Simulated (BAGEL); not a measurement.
# CH2S (methanethial): RI-MP2/def2-TZVPP (density fitting with cc-pvqz-jkfit)

Aim: the energy change on altering one bond length of CH2S (methanethial) at RI-MP2/def2-TZVPP (density fitting with cc-pvqz-jkfit), from 2 runs. 

Program for the calculation: BAGEL 1.2.2.

## 1. The structure to begin with

The species is CH2S (4 atoms), meant as a singlet with charge 0. As SMILES, `C=S`. The coordinates come from a PBE0-D4/def2-TZVP relaxation.

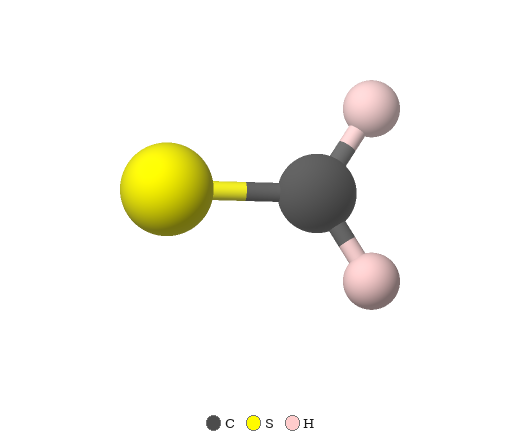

The structure, seen from a chosen angle (carbon dark grey, sulfur yellow, hydrogen pink).

## 2. A single-point energy at RI-MP2/def2-TZVPP (density fitting with cc-pvqz-jkfit)

File job.json:

```json
{ "bagel" : [

{
  "title" : "molecule",
  "basis" : "tzvpp",
  "df_basis" : "cc-pvqz-jkfit",
  "angstrom" : true,
  "geometry" : [
    { "atom" : "C", "xyz" : [   -0.096100,   -0.033540,   -0.040190 ] },
    { "atom" : "S", "xyz" : [    1.308390,    0.456540,    0.547110 ] },
    { "atom" : "H", "xyz" : [   -0.972060,   -0.177290,    0.593080 ] },
    { "atom" : "H", "xyz" : [   -0.240220,   -0.245710,   -1.100000 ] }
  ]
},
{
  "title" : "hf"
},
{
  "title" : "mp2",
  "ncore" : 6
}

]}
```

On the command line:

```bash
$ BAGEL_NUM_THREADS=1 BAGEL job.json > job.out
```

Standard output:

```text
* using 1 threads per process

  ===============================================================
  ===============================================================

  *** Geometry ***

  { "atom" : "C", "xyz" : [     -0.181603,     -0.063381,     -0.075948 ] },
  { "atom" : "S", "xyz" : [      2.472499,      0.862736,      1.033888 ] },
  { "atom" : "H", "xyz" : [     -1.836927,     -0.335030,      1.120759 ] },
  { "atom" : "H", "xyz" : [     -0.453950,     -0.464325,     -2.078699 ] },

  Number of auxiliary basis functions:      356

  Since a DF basis is specified, we compute 2- and 3-index integrals:
    o Being stored without compression. Storage requirement is 0.029 GB

  Number of basis functions:      101
  Number of electrons      :       24

    * METHOD: MOLECULE                             0.11

  *** RHF ***

  === Nuclear Repulsion ===
    45.0283018810

      * DIIS with orbital gradients will be used.

  === RHF iteration (tzvpp) ===
      0       -436.51297740          0.01102144           0.03
      1       -436.54488387          0.00502359           0.03
      2       -436.55169053          0.00172302           0.03
      3       -436.55272656          0.00032701           0.03
      4       -436.55277870          0.00008709           0.03
      5       -436.55278599          0.00003283           0.03
      6       -436.55278711          0.00001129           0.03
      7       -436.55278726          0.00000448           0.03
      8       -436.55278728          0.00000118           0.03
      9       -436.55278728          0.00000062           0.03
     10       -436.55278728          0.00000015           0.03
     11       -436.55278728          0.00000006           0.03
     12       -436.55278728          0.00000002           0.03
     13       -436.55278728          0.00000001           0.03
    * SCF iteration converged.

    * Permanent dipole moment:
           (    0.720768,     0.251497,     0.301395) a.u.

    * METHOD: HF                                   0.49

  *** RHF ***

  === Nuclear Repulsion ===
    45.0283018810

      * DIIS with orbital gradients will be used.

  === RHF iteration (tzvpp) ===
      0       -436.55278728          0.00000000           0.03
    * SCF iteration converged.

    * Permanent dipole moment:
           (    0.720767,     0.251497,     0.301395) a.u.

  === DF-MP2 calculation ===

    * freezing 6 orbitals
    * 3-index integral transformation done
    * assembly done

      MP2 correlation energy:   -0.3343629908      0.02

      MP2 total energy:       -436.8871502749

    * METHOD: MP2                                  0.09

  ===============================================================
```

Run time: 0.89 s. Hardware: 1 thread of Arm Neoverse V2, shared host.

## 3. The distorted shape, same level

File input.json:

```json
{ "bagel": [

{
  "title": "molecule",
  "basis": "tzvpp",
  "df_basis": "cc-pvqz-jkfit",
  "angstrom": true,
  "geometry": [
    { "atom": "C", "xyz": [      -0.074478,      -0.001708,       0.118814 ] },
    { "atom": "S", "xyz": [       1.330012,       0.488372,       0.706114 ] },
    { "atom": "H", "xyz": [      -0.950438,      -0.145458,       0.752084 ] },
    { "atom": "H", "xyz": [      -0.240220,      -0.245710,      -1.100000 ] }
  ]
},

{ "title": "hf" },

{ "title": "mp2", "ncore": 6 }

]}
```

On the command line:

```bash
$ BAGEL_NUM_THREADS=1 BAGEL input.json > input.out
```

Standard output:

```text
* using 1 threads per process

  ===============================================================
  ===============================================================

  *** Geometry ***

  { "atom" : "C", "xyz" : [     -0.140743,     -0.003228,      0.224526 ] },
  { "atom" : "S", "xyz" : [      2.513358,      0.922889,      1.334362 ] },
  { "atom" : "H", "xyz" : [     -1.796068,     -0.274876,      1.421233 ] },
  { "atom" : "H", "xyz" : [     -0.453950,     -0.464325,     -2.078699 ] },

  Number of auxiliary basis functions:      356

  Since a DF basis is specified, we compute 2- and 3-index integrals:
    o Being stored without compression. Storage requirement is 0.029 GB

  Number of basis functions:      101
  Number of electrons      :       24

    * METHOD: MOLECULE                             0.11

  *** RHF ***

  === Nuclear Repulsion ===
    44.4339154606

      * DIIS with orbital gradients will be used.

  === RHF iteration (tzvpp) ===
      0       -436.50272019          0.00963212           0.03
      1       -436.53188343          0.00397377           0.03
      2       -436.53636140          0.00164550           0.03
      3       -436.53728560          0.00033810           0.03
      4       -436.53733905          0.00007805           0.03
      5       -436.53734483          0.00002322           0.03
      6       -436.53734538          0.00000639           0.03
      7       -436.53734542          0.00000261           0.03
      8       -436.53734543          0.00000103           0.03
      9       -436.53734543          0.00000056           0.03
     10       -436.53734543          0.00000015           0.03
     11       -436.53734543          0.00000007           0.03
     12       -436.53734543          0.00000002           0.03
     13       -436.53734543          0.00000001           0.03
    * SCF iteration converged.

    * Permanent dipole moment:
           (    0.693452,     0.238150,     0.266418) a.u.

    * METHOD: HF                                   0.48

  *** RHF ***

  === Nuclear Repulsion ===
    44.4339154606

      * DIIS with orbital gradients will be used.

  === RHF iteration (tzvpp) ===
      0       -436.53734543          0.00000000           0.03
    * SCF iteration converged.

    * Permanent dipole moment:
           (    0.693452,     0.238150,     0.266418) a.u.

  === DF-MP2 calculation ===

    * freezing 6 orbitals
    * 3-index integral transformation done
    * assembly done

      MP2 correlation energy:   -0.3369019503      0.02

      MP2 total energy:       -436.8742473810

    * METHOD: MP2                                  0.08

  ===============================================================
```

Run time: 0.85 s. Hardware: 1 thread of Arm Neoverse V2, shared host.

## 4. What came out

Level: RI-MP2/def2-TZVPP (density fitting with cc-pvqz-jkfit), 6 core orbitals frozen.

| quantity | value |
| --- | --- |
| first shape: total energy | -436.88715 Eh |
| first shape: correlation energy (6 core orbitals frozen) | -334.4 mEh |
| distorted shape: total energy | -436.87425 Eh |
| distorted shape: correlation energy (6 core orbitals frozen) | -336.9 mEh |
| energy change with the C1–H4 bond stretched from 1.090 to 1.254 Å | 0.351 eV |

In words: With the C1–H4 bond stretched from 1.090 to 1.254 Å the energy rises by 0.35 eV (33.9 kJ/mol). The first shape isn't relaxed at this level, so the change isn't measured from a minimum.
